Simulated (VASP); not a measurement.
Band structure of Hf (hcp). Method: AM05 GGA, VASP's PBE PAW potentials (set 64) (plane waves; VASP 6.6.1).

Unless said otherwise, spin-orbit coupling is left out, though it shifts the bands of the heavy elements here.

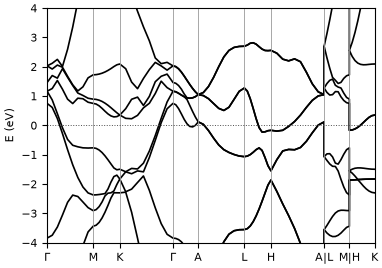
Figure. Bands along high-symmetry lines, zero at the valence-band maximum or, without a gap, the Fermi level

Q: Read the plot: is there a gap, and where are the band edges?

A: It has no gap at this level: it comes out as a metal or semimetal. (Edges off the drawn lines would not show.)

The compound is Hf in the hcp structure. It was relaxed first.
